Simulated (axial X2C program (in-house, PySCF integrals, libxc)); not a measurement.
**Run report: TlO⁺, relativistic diatomic calculation**

- system: TlO⁺, single determinant with Ω = 1.
- method: PBE0, two-component X2C with atomic mean-field Coulomb and Gaunt terms, Tl dyall-v3z, O dyall-v3z (cores contracted) (axial X2C program (in-house, PySCF integrals, libxc))

### What the run reported

```
   quantity                                                                 value
    outcome                                                             converged
   hardware  1 thread of Arm Neoverse N1, 54 GiB of memory available, shared host
  wall time                                                                  10 s
peak memory                                                              0.34 GiB
```

### What is odd here

This input holds a deliberate oddity: coarse grid (nrad = 20.0) (nth = 10.0). The program ran to the end. Its numbers are those of the input as typed; this run alone doesn't show how far the oddity moves them.

### The input
```
{"zs": [81, 8], "q": 1, "bas": ["dyall-v3z", "dyall-v3z"], "levels": ["PBE0", "HF", "TPSSh", "BP86"], "cc": false, "r0": 1.99, "npts": 10, "nst": 2, "ntry": 6, "opt": {"nrad": 20, "nth": 10}}
```

The line is the task of a batch: nuclear charges, charge, bases, the levels to run, a first guess of the distance and further settings. This report covers PBE0 with spin-orbit coupling. The log is that of the reference distance 2.488 Å, started from orbitals converged before.

The run was one of a batch that the task file lists, launched with:
```bash
python <driver script> task.json out
```

### The program's output
```
two-component X2C + atomic mean field  PBE0
basis functions 184  fitting functions 1082  grid points 346
iter        total energy     max residual
   1     -20328.962686689     1.95e-05
   2     -20328.962686691     8.91e-06
converged
one-electron -28062.56134000  Coulomb 8009.65522364  exact exchange -97.16050219  xc functional -297.38978485  nuclear repulsion 137.82428966  atomic mean-field constant -19.33057295
```

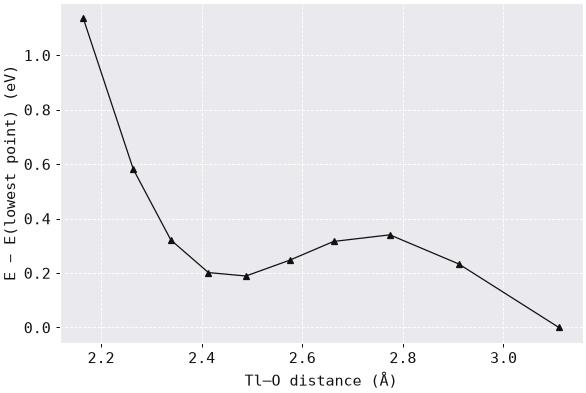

Fig. 1: Energy at 10 bond lengths, for one set of occupations held fixed; the line joins the points. The lowest point is at 3.11 Å, the end of the range, so no minimum is bracketed. The lowest point lies 0.31 eV below Tl⁺ + O.
